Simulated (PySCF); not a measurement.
C₄H₇FGeO₂

Input file:

```
{"job": {"kind": "uv", "xc": "B3LYP", "basis": "def2-SVPD", "nstates": 8, "ntriplets": 3}, "charge": 0, "multiplicity": 1}
O      1.180031     2.603023     1.076613
C      0.669145     1.689826     0.492233
O     -0.624493     1.748590     0.150303
C     -1.188837     0.665318    -0.559218
C     -1.104702    -0.655533     0.218248
F     -2.158727    -1.455553    -0.180143
C      0.207226    -1.379194    -0.032233
Ge     1.656868    -0.014558     0.104775
H     -0.709739     0.554118    -1.541769
H     -2.238435     0.931665    -0.707502
H     -1.266064    -0.455046     1.285490
H      0.323577    -2.206479     0.667531
H      0.175420    -1.804257    -1.036614
H      2.445201     0.052732    -1.175056
H      2.629116    -0.266660     1.215432
```

Command:

```sh
OMP_NUM_THREADS=1 python probes_run.py task.json out
```

Geometry: GFN2-xTB.

Method: B3LYP/def2-SVPD, SCF density, gas phase in PySCF.

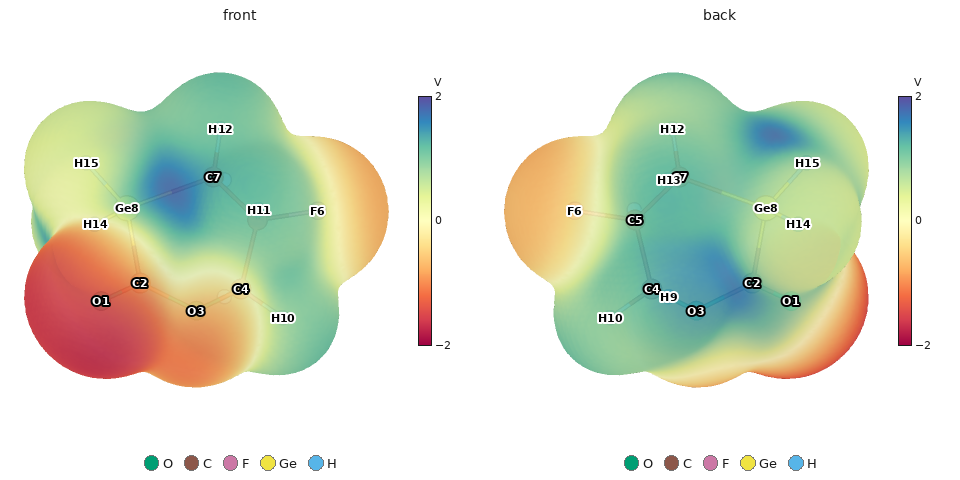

Figure 1. The molecular electrostatic potential painted on the density surface at 0.002 e/bohr³, seen from the front and from behind; the colour scale runs from red (negative) to blue (positive).

Question: Describe the electrostatic potential map.

Answer: The most negative region (about −1.7 V) lies over O1, the most positive (about +1.7 V) over Ge8. O1 is the likeliest acceptor of a hydrogen bond.

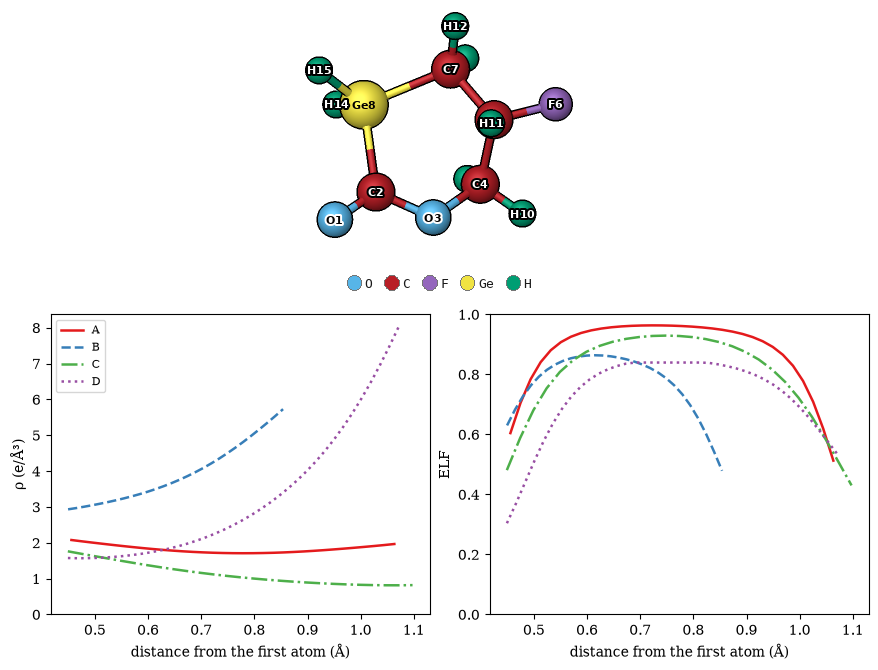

Figure 2. Total electron density and ELF along straight lines between neighbouring atoms. The curves leave out the atomic cores. The structure is drawn too.

Question: Which curve belongs to which contact (C–C, C–F, C–Ge and C–O)? The first atom named is at distance zero.

Answer: Curve A: C–C (1.52 Å): the density is about 1.7 e/Å³ at the midpoint; the ELF peaks at about 0.95 between the atoms (a shared electron pair). Curve B: C–O (1.20 Å): the density is about 3.4 e/Å³ at the midpoint; the ELF peaks at about 0.85 between the atoms; a multiple bond. Curve C: C–Ge (2.00 Å): the density is about 0.83 e/Å³ at the midpoint; the ELF peaks at about 0.95 in the valence shell of C, 0.7 Å from its nucleus, and is about 0.70 at the midpoint. Curve D: C–F (1.38 Å): ρ at the midpoint is about 2.1 e/Å³, with its minimum of 1.6 e/Å³ about 0.5 Å from C; the ELF peaks at about 0.85 between the atoms: a polar covalent bond.
